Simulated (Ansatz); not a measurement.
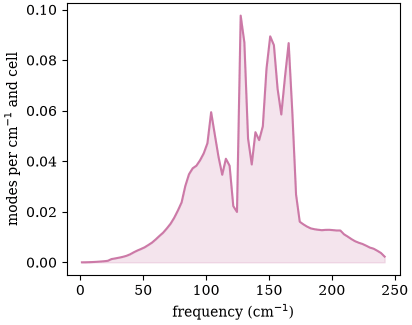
Phonon density of states of rock salt NaCl; finite displacements on a 6×6×6 mesh, PBE density-functional theory in Ansatz (plane waves, PAW), k mesh 6×6×6

Where is the tallest peak, and is there a gap in the spectrum?

The tallest peak lies near 130 cm⁻¹. No clear gap shows at this resolution.

Ansatz is a quantum-chemistry and plane-wave program.
